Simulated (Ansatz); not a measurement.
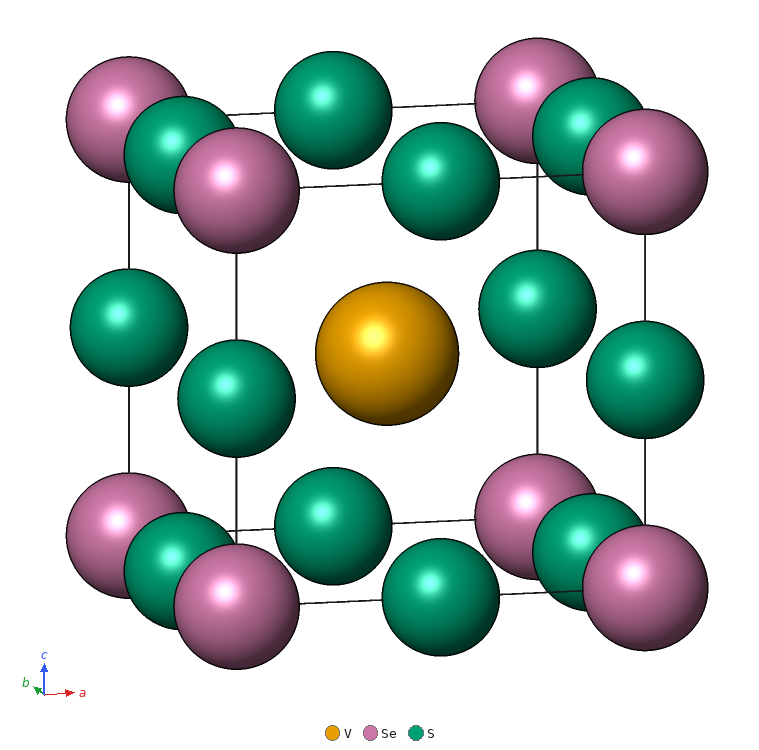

The crystal in a spheres-only representation, seen slightly off an axis. One simulation cell is framed, with atoms on its boundary repeated.

```xyz
5
Lattice="4.7339 0.0000 0.0000 0.0000 4.7339 0.0000 0.0000 0.0000 4.7339" Properties=species:S:1:pos:R:3 pbc="T T T"
V     2.3670    2.3670    2.3670
Se    4.7339    0.0000    0.0000
S     4.7339    2.3670    0.0000
S     4.7339    4.7339    2.3670
S     2.3670    4.7339    0.0000
```

Electronic-structure method: Ansatz 0.2.0, DFT PBE, scalar-relativistic, plane waves, PAW. Parameters: plane waves to 420 eV, an 8×8×8 grid in reciprocal space, Gaussian smearing of 0.1 eV, collinear spins. The state is ferromagnetic.

Q: Give the Bader charge of each element.

A: V +1.23 e; Se +0.52 e; S -0.59 e.

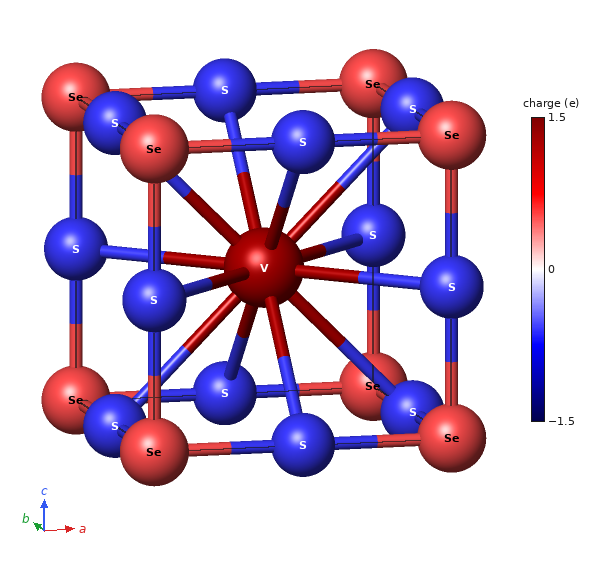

The atoms coloured by those charges.

The model was built from a structure type filled with these elements by a generator (whether the compound takes this form wasn't checked). Earlier steps of the study, as a rule a relaxation of our own, may have changed the cell and positions, so they can lie some per cent off the listed ones. Ansatz was used for an electronic-structure calculation on it.
